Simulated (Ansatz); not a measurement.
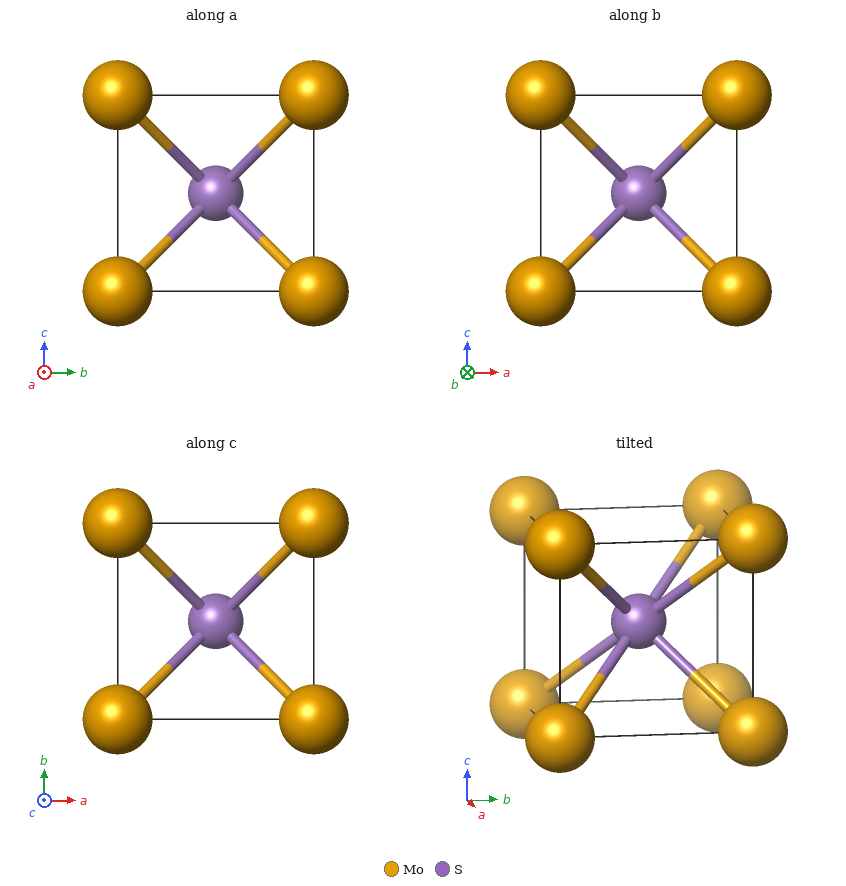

Drawn in the ball-and-stick manner and seen along the a axis, along the b axis, along the c axis and slightly off an axis. The parallelepiped is the conventional unit cell.

Lattice parameters: a = 2.9614 Å, b = 2.9614 Å, c = 2.9614 Å, α = 90.000°, β = 90.000°, γ = 90.000°.

### Reconstruct the structure as a CIF with its space group and independent sites.

```cif
data_structure
_symmetry_space_group_name_H-M 'P m -3 m'
_symmetry_Int_Tables_number 221
_cell_length_a 2.9614
_cell_length_b 2.9614
_cell_length_c 2.9614
_cell_angle_alpha 90.000
_cell_angle_beta 90.000
_cell_angle_gamma 90.000
_cell_volume 25.97
loop_
_atom_site_label
_atom_site_type_symbol
_atom_site_symmetry_multiplicity
_atom_site_Wyckoff_symbol
_atom_site_fract_x
_atom_site_fract_y
_atom_site_fract_z
_atom_site_occupancy
Mo1 Mo 1 a 0.0000 0.0000 0.0000 1
S1 S 1 b 0.5000 0.5000 0.5000 1
```

Its origin is a structure type filled with these elements by a generator (whether the compound takes this form wasn't checked). Earlier steps of the study, as a rule a relaxation of our own, may have changed the cell and positions, so they can lie some per cent off the listed ones. Ansatz was used for an electronic-structure calculation on it.

At this level of theory the run's own cell isn't at rest (compressed, at 12 GPa), so its distances can differ from those at equilibrium, the more so the softer the solid.
